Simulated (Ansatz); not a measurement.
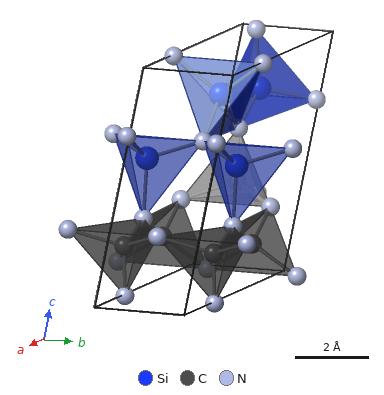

This polyhedral model is shown slightly off an axis. The frame is the conventional unit cell; atoms at its boundary are shown with their periodic copies. A few atoms beyond the faces are included.

Si$_{3}$C$_{3}$N$_{8}$, space group Pm (No. 6), a = 6.959 Å, b = 2.711 Å, c = 7.045 Å, α = 90.00°, β = 118.89°, γ = 90.00°. Origin of the cell: a structure type filled with these elements by a generator (whether the compound takes this form wasn't checked). Earlier steps of the study may have refined or changed the cell and positions. It went into a calculation with Ansatz.

This one geometry was computed with Ansatz (DFT, plane waves, PAW) at four levels of theory: PBE, r2SCAN, HSE06 and PBE0. It was relaxed beforehand with r2SCAN.

Which level gives the highest pressure at this volume, and what does that say about its equilibrium volume?

Highest: PBE (5.7 GPa), which points to the largest equilibrium volume. Lowest, with the smallest volume: HSE06 (-3.2 GPa) and PBE0 (-3.4 GPa). Levels within 0.5 GPa of each other can't be told apart.

How does the band gap change with the level of theory?

PBE: a gap of 2.13 eV, indirect; r2SCAN: a gap of 2.51 eV, indirect; HSE06: a gap of 3.64 eV, indirect; PBE0: a gap of 4.41 eV, indirect.

Collect the results in a table.

| level | cutoff (eV) | k-mesh of the run's cell | gap (eV) | pressure (GPa) |
| --- | --- | --- | --- | --- |
| PBE | 420 | 4×10×4 | 2.13 | 5.7 |
| r2SCAN | 500 | 4×10×4 | 2.51 | 0.0 |
| HSE06 | 420 | 4×6×4 | 3.64 | -3.2 |
| PBE0 | 420 | 4×6×4 | 4.41 | -3.4 |

Gaps are taken on the k-mesh or band path of each run.
